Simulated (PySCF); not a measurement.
## Electronic structure of H₃K₃ in real space

```yaml
atoms:
  - { symbol: K, position_ang: [1.9670, 1.3946, -0.6569] }
  - { symbol: H, position_ang: [-0.1377, 1.5052, -1.9306] }
  - { symbol: K, position_ang: [-2.0892, 0.1416, -1.2958] }
  - { symbol: H, position_ang: [-1.9295, -1.3653, 0.6471] }
  - { symbol: K, position_ang: [0.1416, -1.5373, 1.9658] }
  - { symbol: H, position_ang: [2.0479, -0.1387, 1.2703] }
```

Geometry: PBE0-D3(BJ)/def2-SVP.

Theory: CAM-B3LYP/def2-SVPD, SCF density, gas phase (PySCF 2.14.0).

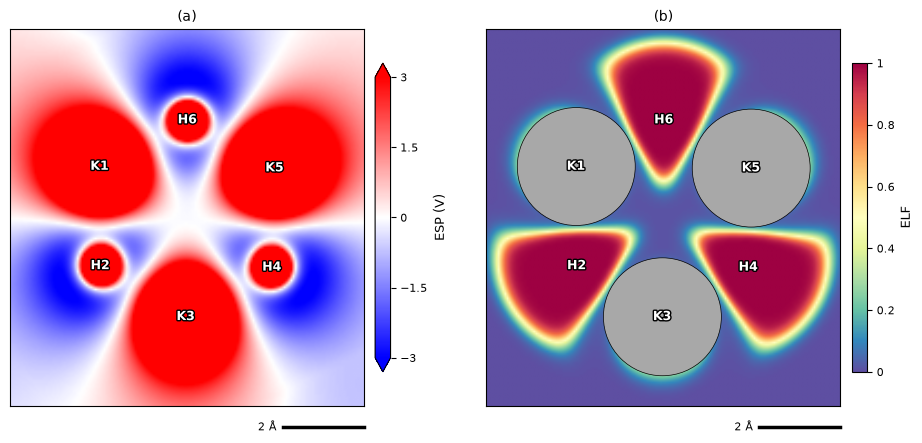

Figure 1. (a) molecular electrostatic potential; (b) electron localisation function on the molecular plane. Grey discs cover the atomic cores in the ELF map.

Question: What does the map show?

Answer: The plane passes through K and H nuclei. K–H (2.46 Å): the ELF climbs to about 1 towards the hydrogen. Outside the dense part of the molecule the potential is most negative (−3.1 V) near H2 and H4.

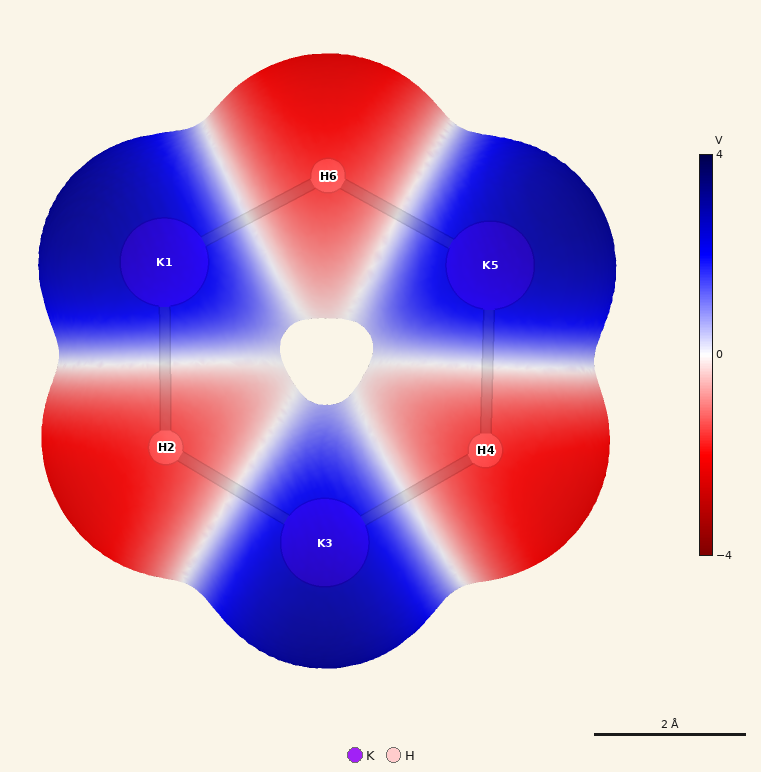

Figure 2. The molecular electrostatic potential painted on the density surface at 0.002 e/bohr³, seen across its widest extent; the colour scale runs from red (negative) to blue (positive).

Question: Describe the electrostatic potential map.

Answer: The most negative region (about −2.4 V) lies over H2, H4 and H6, the most positive (about +3.2 V) over K1, K3 and K5.

Question: What dipole moment does the calculation give?

Answer: Its dipole moment is 0.17 D.
